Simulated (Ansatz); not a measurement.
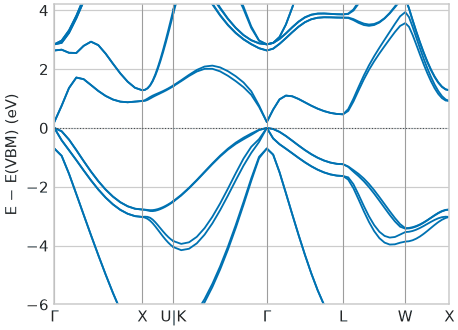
Figure: Band structure from plane-wave PAW r²SCAN with spin–orbit coupling (Ansatz code)

**Question.** Read off the gap and where the band edges lie.

**Answer.** About 0.2 eV (0.20 eV by a search for the band edges); maximum at Γ, minimum at Γ.

The material is GaSb (zinc blende, F-43m).

Symmetry was held in the r²SCAN relaxation; of distortions, only those at the zone centre were tested.

Potentials: the later of the program's two PAW sets.
